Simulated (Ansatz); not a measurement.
Start from BaTiO₃ (space group P4mm, No. 99; a = 3.973 Å, c = 4.112 Å).

Perturbation: a negative pressure, −2 GPa.

Method: Ansatz (a quantum-chemistry and plane-wave program) r2SCAN, no spin-orbit coupling, earlier PAW set.

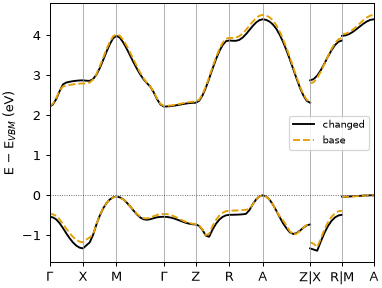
Figure. Highest valence and lowest conduction band along the path, each from its own valence-band maximum

Question: Read the changed gap and its character from the plot.

Answer: About 2.2 eV, indirect, A → Γ.

Load acts through the strain it causes; cell and atoms are relaxed under it. Stability against distortions was not tested. All final runs are without spin polarisation.
